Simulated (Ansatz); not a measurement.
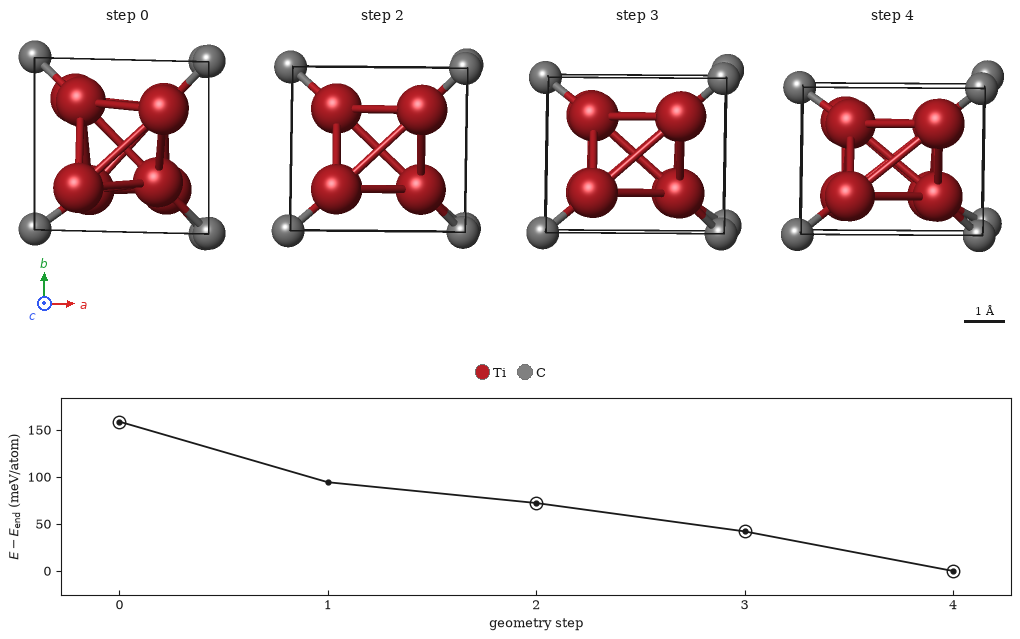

Frames of a relaxation of solid Ti4C (a generated structure, set up in P1) (coarse preliminary run), marked on the history of the run. The picture is a ball-and-stick view of the cell of the calculation, seen along the c axis.

These are results of Ansatz 0.2.0, DFT PBE, scalar-relativistic, plane waves, PAW, not measurements.

The input:
```yaml
crystal:
  lattice:
    - [-4.4130681597, 0.042188146, 0.0543239057]
    - [0.0543239057, -0.0389048131, -4.3637173125]
    - [0.084376292, -8.9078260918, -0.0778096261]
  atoms:
    - { symbol: Ti, position: [0.7410558605, 0.7149477507, 0.8871545707] }
    - { symbol: Ti, position: [0.7423605269, 0.7256635763, 0.3618078993] }
    - { symbol: Ti, position: [0.2664510561, 0.7515822417, 0.6359635304] }
    - { symbol: Ti, position: [0.2351443976, 0.7678725172, 0.1352070561] }
    - { symbol: Ti, position: [0.7086057446, 0.2938632319, 0.6119392756] }
    - { symbol: Ti, position: [0.7581235147, 0.252460581, 0.1409156379] }
    - { symbol: Ti, position: [0.2514851114, 0.2497904625, 0.854094987] }
    - { symbol: Ti, position: [0.3146034715, 0.2385692759, 0.3771605754] }
    - { symbol: C, position: [0.0028928583, 0.0043472077, 0.4856136294] }
    - { symbol: C, position: [-0.0207225417, 0.0009031551, 0.0101428382] }
basis:
  ecutwfc: 420
kpoints:
  mp_grid: { grid: [6, 6, 4] }
hamiltonian:
  xc: pbe
scf:
  occupations: { method: gaussian, width: 0.2 }
  lower_state_search: "off"
output:
  forces: true
  stress: true
  eigenvalues: true
relax:
  adjacent_minimum: "off"
  f_tol: 0.025
  max_steps: 60
  cell: { stress_tol: 0.25 }
```

Launched with:
```bash
ansatz run input.yaml --threads 1 --pin off --max-ram 2560MiB --backend cpu --events-out ev --progress --plain --runs-dir out
```

Q: What happens along the run?

A: The run was cut off at its time limit before the relaxation converged, so the last structure is only a point on the way. The energy falls by 159 meV per atom in 4 geometry steps. The largest force component goes from 1.6 to 1.3 eV/Å. Pressure: −3.07 GPa at the start and −1.55 GPa at the end. The largest moves relative to the cell, 0.32 Å, are those of Ti5 and Ti8. Ti8 goes along −a. By element the largest moves are Ti 0.32 Å, C 0.31 Å. Cell: a 4.414 → 4.609 Å (+4.4 %), b 4.364 → 3.726 Å (−14.6 %), c 8.909 → 9.606 Å (+7.8 %), α 89.0° → 90.2°, β 91.1° → 90.7°, γ 91.4° → 89.5°. Volume −3.8 %. Near-neighbour distances that change, for instance: Ti5–Ti8 2.705 → 3.378 Å, Ti1–Ti5 3.493 → 3.005 Å, Ti3–Ti5 3.458 → 3.028 Å, Ti2–Ti8 3.341 → 2.940 Å. Among the angles between lasting bonds that change: Ti6–C10–Ti7 114.2° → 134.8°, Ti1–C10–Ti6 116.5° → 97.8°, Ti2–C9–Ti8 115.6° → 98.2°. The space group stays P1 (No. 1). From step 0 to 2: Ti5 moves most (0.25 Å), volume −3.3 %, energy −86.5 meV per atom. From step 2 to 3: C10 moves most (0.10 Å), volume +0.2 %, energy −30.2 meV per atom. From step 3 to 4: C10 moves most (0.08 Å), volume −0.6 %, energy −42.1 meV per atom.

```tsv
step	E − E(0), meV/atom	largest force component, eV/Å	pressure, GPa	volume, Å³/atom
0	0.00	1.6141	-3.07	17.149
1	-64.40	0.5709	0.43	16.470
2	-86.51	0.2415	-0.02	16.576
3	-116.66	0.5895	-0.65	16.603
4	-158.73	1.2532	-1.55	16.496
```
